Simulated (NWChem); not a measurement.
# CH4Be (BeMeH) at 6 levels

Wanted: a comparison of 6 runs (HF/STO-3G, PBE0/def2-SVP, wB97X/3-21G, B3LYP/6-31G*, CAM-B3LYP/def2-TZVP, MP2/6-31G) of CH4Be (BeMeH). 

Program for the calculation: NWChem 7.3.0.

## 1. The molecule

The species is CH4Be (6 atoms), meant as a singlet with charge 0. SMILES: `[H][Be][CH3]`. Geometry: a GFN2-xTB relaxation, a rough one for these elements and not checked as a minimum.

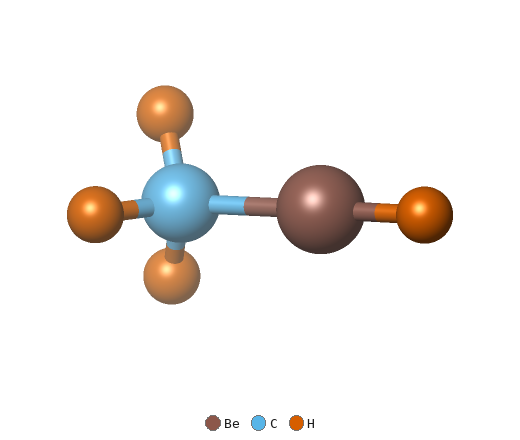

The structure, seen from a chosen angle (beryllium brown, carbon blue, hydrogen orange).

## 2. Energy and gradient at HF/STO-3G (run 1)

Input file ch4be.nw:

```
START ch4be
TITLE "CH4Be gradient"
memory stack 880 mb heap 220 mb global 1100 mb

GEOMETRY units angstrom noautosym nocenter noautoz
 Be      -0.008130       0.005930      -1.161750
 C        0.001650       0.000210       0.563950
 H       -0.430450       0.891450       1.022720
 H        0.998090      -0.072360       1.005040
 H       -0.550560      -0.828180       1.012550
 H       -0.010600       0.002940      -2.442520
END

BASIS spherical bse
 * library STO-3G
END

SCF
 thresh 1e-08
 maxiter 80
END

TASK scf gradient
```

Started as:

```console
nwchem ch4be.nw > ch4be.out
```

The log of the run:

```text
[...]
  functions       =    14
[...]
  wavefunction    = RHF
[...]
         Total SCF energy =    -54.151428693514
      One-electron energy =   -117.560482330328
      Two-electron energy =     40.600106916539
 Nuclear repulsion energy =     22.808946720276
        Time for solution =      0.2s
[...]
                         RHF ENERGY GRADIENTS
    atom               coordinates                        gradient
                 x          y          z           x          y          z
   1 Be     -0.015363   0.011206  -2.195389   -0.000155   0.000148  -0.020737
   2 C       0.003118   0.000397   1.065711   -0.000523   0.000493  -0.012236
   3 H      -0.813433   1.684596   1.932661   -0.000187   0.000643   0.009418
   4 H       1.886117  -0.136741   1.899250    0.001211  -0.000174   0.009402
   5 H      -1.040408  -1.565033   1.913442   -0.000431  -0.001002   0.009376
   6 H      -0.020031   0.005556  -4.615694    0.000086  -0.000108   0.004777
[...]
```

It took 0.87 s on 1 thread of Intel Xeon Platinum 8259CL at 2.50GHz (Skylake/Cascade Lake), shared host; peak memory 0.1 GiB.

## 3. Energy and gradient at PBE0/def2-SVP (run 2)

Input file run.py:

```python
from ase import Atoms
from ase.calculators.nwchem import NWChem

system = Atoms(['Be', 'C', 'H', 'H', 'H', 'H'], positions=[
    [-0.008130, 0.005930, -1.161750],
    [0.001650, 0.000210, 0.563950],
    [-0.430450, 0.891450, 1.022720],
    [0.998090, -0.072360, 1.005040],
    [-0.550560, -0.828180, 1.012550],
    [-0.010600, 0.002940, -2.442520],
])

calc = NWChem(
    label='mymol',
    theory='dft',
    memory='2200 mb',
    basis='def2-SVP',
    basispar='spherical bse',
    dft={'xc': 'pbe0', 'mult': '1', 'grid': 'xfine', 'convergence': 'energy 1e-08', 'iterations': '100', 'mulliken': None, 'print': 'low'},
)
system.calc = calc

forces = system.get_forces()
e = system.get_potential_energy()
print(f"E = {e:.6f} eV")
print("forces (eV/A):")
for s, f in zip(system.symbols, forces):
    print(f"{s:2s} {f[0]:10.5f} {f[1]:10.5f} {f[2]:10.5f}")
```

Started as:

```console
export ASE_NWCHEM_COMMAND="nwchem PREFIX.nwi > PREFIX.nwo"
python run.py
```

The log of the run:

```text
E = -1499.595150 eV
forces (eV/A):
Be    0.01100   -0.00787    1.78733
C     0.00648   -0.00730   -0.76866
H    -0.24282    0.49314    0.00247
H     0.53443   -0.03651   -0.00977
H    -0.30349   -0.44490   -0.00406
H    -0.00571    0.00345   -1.00731
```

The calculator wrote mymol.nwi:

```
title "mymol"

permanent_dir mymol

scratch_dir mymol

start mymol

geometry units angstrom nocenter noautosym noautoz
  Be -8.1300000000000001e-03 5.9300000000000004e-03 -1.1617500000000001e+00
  C  1.6500000000000000e-03 2.1000000000000001e-04 5.6394999999999995e-01
  H  -4.3045000000000000e-01 8.9144999999999996e-01 1.0227200000000001e+00
  H  9.9809000000000003e-01 -7.2359999999999994e-02 1.0050399999999999e+00
  H  -5.5056000000000005e-01 -8.2818000000000003e-01 1.0125500000000001e+00
  H  -1.0600000000000000e-02 2.9399999999999999e-03 -2.4425200000000000e+00
end

memory 2200 mb

basis spherical bse noprint
   * library def2-SVP
end

dft
  xc pbe0
  mult 1
  grid xfine
  convergence energy 1e-08
  iterations 100
  mulliken
  print low
end

task dft gradient
```

mymol.nwo:

```text
Northwest Computational Chemistry Package (NWChem) 7.3.0
             --------------------------------------------------------

           Job information
           ---------------

    nwchem branch   = 7.3.0
    use scalapack   = T
    input           = mymol.nwi
    prefix          = mymol.
    data base       = mymol/mymol.db
    status          = startup
    nproc           =        1

           Memory information
           ------------------

[... 5 lines left out ...]
    hardfail = no
[... 39 lines left out ...]
            Nuclear Dipole moment (a.u.)
[... 82 lines left out ...]
         Total DFT energy =      -55.109105734098
[... 1 line left out ...]
           Coulomb energy =       49.619478307336
[... 1 line left out ...]
 Nuclear repulsion energy =       22.808946720276
[... 31 lines left out ...]
                         DFT ENERGY GRADIENTS

    atom               coordinates                        gradient
                 x          y          z           x          y          z
   1 Be     -0.015363   0.011206  -2.195389   -0.000214   0.000153  -0.034758
   2 C       0.003118   0.000397   1.065711   -0.000126   0.000142   0.014948
   3 H      -0.813433   1.684596   1.932661    0.004722  -0.009590  -0.000048
   4 H       1.886117  -0.136741   1.899250   -0.010393   0.000710   0.000190
   5 H      -1.040408  -1.565033   1.913442    0.005902   0.008652   0.000079
   6 H      -0.020031   0.005556  -4.615694    0.000111  -0.000067   0.019589

 Task  times  cpu:       10.3s     wall:       10.3s
 Total times  cpu:       10.4s     wall:       10.4s
```

Run time: 12 s. Hardware: 1 thread of Intel Xeon Platinum 8259CL at 2.50GHz (Skylake/Cascade Lake), shared host; peak memory 0.13 GiB.

Run 3 isn't shown in full; the table further down has it.

## 4. Energy and forces at B3LYP/6-31G(d) (spherical functions) (run 4)

Input file run.py:

```python
from ase import Atoms
from ase.calculators.nwchem import NWChem

atoms = Atoms(['Be', 'C', 'H', 'H', 'H', 'H'], positions=[
    [-0.008130, 0.005930, -1.161750],
    [0.001650, 0.000210, 0.563950],
    [-0.430450, 0.891450, 1.022720],
    [0.998090, -0.072360, 1.005040],
    [-0.550560, -0.828180, 1.012550],
    [-0.010600, 0.002940, -2.442520],
])

calc = NWChem(
    label='nw',
    theory='dft',
    memory='2200 mb',
    basis='6-31G*',
    basispar='spherical bse',
    dft={'xc': 'b3lyp', 'mult': '1', 'grid': 'xfine', 'convergence': 'energy 1e-08', 'iterations': '100', 'mulliken': None},
)
atoms.calc = calc

forces = atoms.get_forces()
print("Total energy (eV):", round(atoms.get_potential_energy(), 6))
print("forces (eV/A):")
for s, f in zip(atoms.symbols, forces):
    print(f"{s:2s} {f[0]:10.5f} {f[1]:10.5f} {f[2]:10.5f}")
print("dipole (e A):", atoms.get_dipole_moment().round(4))
```

Started as:

```console
export ASE_NWCHEM_COMMAND="nwchem PREFIX.nwi > PREFIX.nwo"
python run.py
```

The log of the run:

```text
Total energy (eV): -1503.36428
forces (eV/A):
Be    0.01028   -0.00740    1.66381
C     0.00869   -0.00864   -0.47175
H    -0.16964    0.34155   -0.09534
H     0.36643   -0.02407   -0.10403
H    -0.21057   -0.30468   -0.09971
H    -0.00519    0.00329   -0.89294
dipole (e A): [-0.0004  0.0013  0.1015]
```

The calculator wrote nw.nwi:

```
title "nw"

permanent_dir nw

scratch_dir nw

start nw

geometry units angstrom nocenter noautosym noautoz
  Be -8.1300000000000001e-03 5.9300000000000004e-03 -1.1617500000000001e+00
  C  1.6500000000000000e-03 2.1000000000000001e-04 5.6394999999999995e-01
  H  -4.3045000000000000e-01 8.9144999999999996e-01 1.0227200000000001e+00
  H  9.9809000000000003e-01 -7.2359999999999994e-02 1.0050399999999999e+00
  H  -5.5056000000000005e-01 -8.2818000000000003e-01 1.0125500000000001e+00
  H  -1.0600000000000000e-02 2.9399999999999999e-03 -2.4425200000000000e+00
end

memory 2200 mb

basis spherical bse noprint
   * library 6-31G*
end

dft
  xc b3lyp
  mult 1
  grid xfine
  convergence energy 1e-08
  iterations 100
  mulliken
end

task dft gradient
```

nw.nwo:

```text
Northwest Computational Chemistry Package (NWChem) 7.3.0
             --------------------------------------------------------

           Job information
           ---------------

    nwchem branch   = 7.3.0
    use scalapack   = T
    input           = nw.nwi
    prefix          = nw.
    data base       = nw/nw.db
    status          = startup
    nproc           =        1

           Memory information
           ------------------

[... 5 lines left out ...]
    hardfail = no
[... 101 lines left out ...]
  convergence criterion.
[... 42 lines left out ...]
          Spatial weights used:  Erf1
[... 32 lines left out ...]
 1-e energy   =    -116.153531
[... 45 lines left out ...]
           Coulomb energy =       49.763699529262
[... 329 lines left out ...]
          Convergence on density requested:  1.00D-05
[... 28 lines left out ...]
          total energy or number of iterations.
[... 37 lines left out ...]
                 ----------------------------------------
                 |  Time  |  1-e(secs)   |  2-e(secs)   |
                 ----------------------------------------
                 |  CPU   |       0.00   |       0.42   |
                 ----------------------------------------
                 |  WALL  |       0.00   |       0.42   |
                 ----------------------------------------

 Task  times  cpu:        9.7s     wall:        9.7s
 Total times  cpu:        9.7s     wall:        9.7s
```

Wall time 11 s (1 thread of Intel Xeon Platinum 8259CL at 2.50GHz (Skylake/Cascade Lake), shared host); peak memory 0.13 GiB.

Run 5 isn't shown in full; the table further down has it.

## 5. Energy and forces at MP2/6-31G (run 6)

Input file ch4be.nw:

```
echo
start ch4be
memory 2200 mb
charge 0

geometry units atomic noautosym nocenter noautoz
  Be  -0.01536347   0.01120608  -2.19538933
  C    0.00311805   0.00039684   1.06571105
  H   -0.81343261   1.68459635   1.93266070
  H    1.88611675  -0.13674058   1.89925034
  H   -1.04040762  -1.56503338   1.91344219
  H   -0.02003110   0.00555579  -4.61569385
end

basis spherical bse
  * library 6-31G
end

scf
  thresh 1e-08
  maxiter 80
  print low
end

mp2
  freeze core 1
  tight
end

task mp2 gradient
```

Started as:

```console
nwchem ch4be.nw > ch4be.out
```

The log of the run:

```text
[...]
  functions       =    26
[...]
  wavefunction    = RHF
[...]
         Total SCF energy =    -54.797685310738
      One-electron energy =   -117.831742003394
      Two-electron energy =     40.225111618553
 Nuclear repulsion energy =     22.808945074103
        Time for solution =      0.7s
[...]
          Total MP2 energy           -54.915883753606
[...]
                         mp2 ENERGY GRADIENTS
    atom               coordinates                        gradient
                 x          y          z           x          y          z
   1 Be     -0.015363   0.011206  -2.195389   -0.000160   0.000100  -0.030104
   2 C       0.003118   0.000397   1.065711   -0.000238   0.000229   0.002276
   3 H      -0.813433   1.684596   1.932661    0.004820  -0.009745   0.002148
   4 H       1.886117  -0.136741   1.899250   -0.010572   0.000694   0.002354
   5 H      -1.040408  -1.565033   1.913442    0.006043   0.008776   0.002250
   6 H      -0.020031   0.005556  -4.615694    0.000108  -0.000055   0.021075
[...]
```

Run time: 2.5 s. Hardware: 1 thread of Intel Xeon Platinum 8259CL at 2.50GHz (Skylake/Cascade Lake), shared host; peak memory 0.1 GiB.

## 6. All runs side by side

```tsv
run	level	iteration cap	module	energy (Eh)	dipole moment (D)	HOMO energy (eV)	LUMO energy (eV)	wall time
1	HF/STO-3G	80	scf	-54.151429	0.41	-10.64	6.34	0.87 s
2	PBE0/def2-SVP	100	dft	-55.109106	–	–	–	12 s
3	wB97X/3-21G	100	dft	-54.916837	0.61	-10.82	2.13	18 s
4	B3LYP/6-31G* (spherical functions)	100	dft	-55.247619	0.49	-7.99	-0.09	11 s
5	CAM-B3LYP/def2-TZVP	100	dft	-55.214811	0.42	-9.91	0.70	54 s
6	MP2/6-31G	80	mp2	-54.915884	0.46	–	–	2.5 s
```

## 7. Results

| quantity | value |
| --- | --- |
| run 6: total energy | -54.91588 Eh |
| run 6: dipole moment (of the density that the program reports) | 0.46 D |
| run 6: correlation energy (1 core orbital frozen) | -118.2 mEh |
| run 6: largest force on an atom | 1.548 eV/Å |

**Reading.** Over runs 1, 3, 4, 5, 6 the dipole moment (its size) runs from 0.41 D (HF/STO-3G) to 0.61 D (wB97X/3-21G). The two ends differ in method and basis. Over runs 1, 3, 4, 5 the HOMO–LUMO gap runs from 7.91 eV (B3LYP/6-31G*) to 16.99 eV (HF/STO-3G). Totals of different functionals can't be ranked against each other. In run 1 the basis is minimal, so the values are rough. All runs together took 98 s, the longest 54 s.
